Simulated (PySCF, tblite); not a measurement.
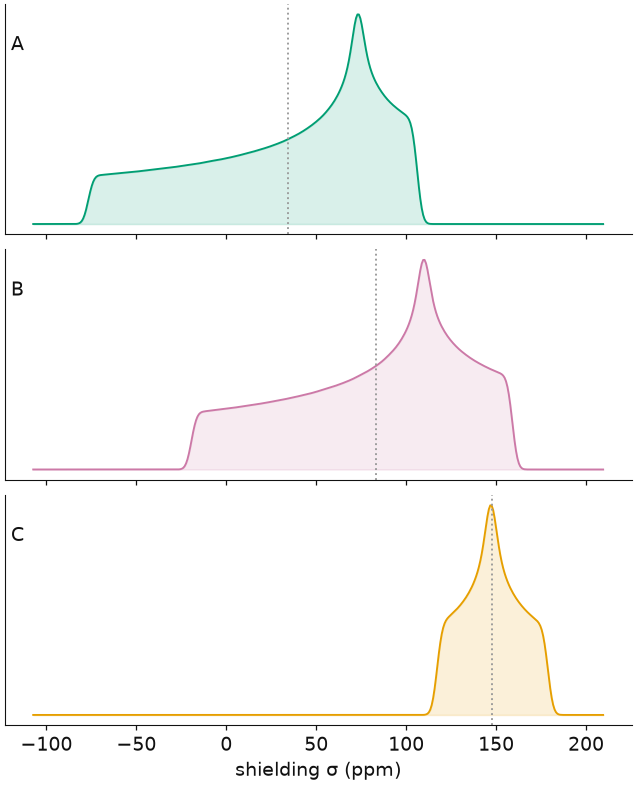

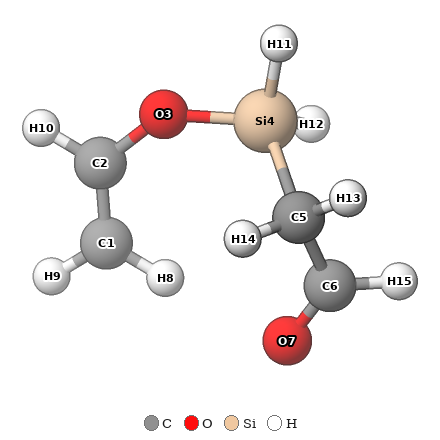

Static powder patterns (¹³C) from GIAO shielding tensors of C₄H₈O₂Si, SMILES C=CO[SiH2]CC=O, PBE0/pcSseg-1, PySCF 2.14.0, at a GFN2-xTB geometry (a minimum by its frequencies); absolute shielding, one fixed geometry of the isolated molecule without any motion, no dipolar terms. The dotted line is the isotropic value; skew is 3(σiso − σ22)/span.

The panels belong to C1, C2 and C5. Which is which?

Answer. panel A: C2, σ11, σ22, σ33 = −77, 73, 106 ppm, isotropic 34, span 183 ppm, skew −0.64; panel B: C1, σ11, σ22, σ33 = −19, 110, 159 ppm, isotropic 83, span 178 ppm, skew −0.45; panel C: C5, σ11, σ22, σ33 = 117, 147, 179 ppm, isotropic 148, span 62 ppm, skew 0.03.

Note: the tight-binding geometry is rougher than a DFT one and adds to the error; one conformer of a flexible molecule.
